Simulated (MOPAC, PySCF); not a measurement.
Bond stretch in SMILES F[SiH2]F (H2F2Si). The Si1–F5 bond (Si1 also carries F, H, H; F5 carries nothing else) is varied alone, starting from the PBE0/def2-TZVP optimised geometry.

```
5

Si     0.0000     0.0000     0.0000
F     -1.3387    -0.6941    -0.4900
H      0.0000     1.3981    -0.4681
H      1.1426    -0.8057    -0.4682
F      0.0000     0.0000     1.5858
```

Methods: UHF/cc-pVDZ (PySCF); PM3, restricted, heats of formation (MOPAC); NEVPT2 = PySCF with SC-NEVPT2 on CASSCF(2,2)/cc-pVDZ, all electrons correlated.

Energies are in kcal/mol, each relative to the lowest point of its own curve near equilibrium.

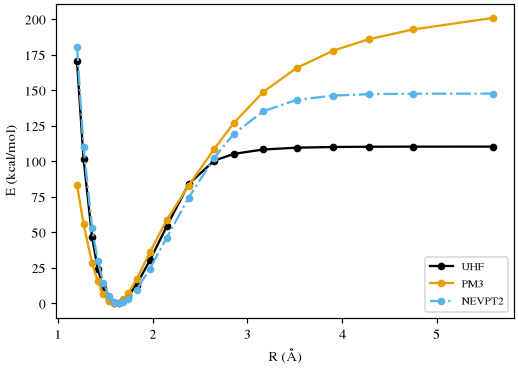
Figure: Energy against bond length for each method.

```
R / Å    UHF    PM3  NEVPT2
-----  -----  -----  ------
1.20   170.6   83.6   180.8
1.27   101.6   55.6   110.1
1.36    46.5   28.4    53.1
1.42    24.4   15.5    29.7
1.48    10.6    6.6    14.4
1.54     3.0    1.6     5.2
1.59     0.2    0.0     1.3
1.64     0.0    0.6     0.0
1.69     1.7    3.0     0.7
1.74     4.9    7.0     2.9
1.83    13.3   17.0     9.6
1.97    30.2   35.9    24.4
2.15    54.4   59.0    46.4
2.38    84.0   83.0    74.3
2.65   100.5  108.7   102.6
2.86   105.3  127.2   119.5
3.17   108.3  148.9   135.3
3.52   109.6  165.7   143.2
3.91   110.1  178.0   146.3
4.29   110.3  186.0   147.3
4.75   110.3  192.8   147.6
5.60   110.4  201.0   147.7
```

At the longest distance, 5.60 Å, PM3 lies highest above its minimum (201.0 kcal/mol) and UHF lowest (110.4 kcal/mol).

The unrestricted determinant behind UHF is spin-contaminated at 2.38 to 5.60 Å (<S²> up to 1.0, against 0.00 for a pure singlet). The restricted form behind PM3 keeps the bonding electrons paired and can't separate into open-shell fragments.
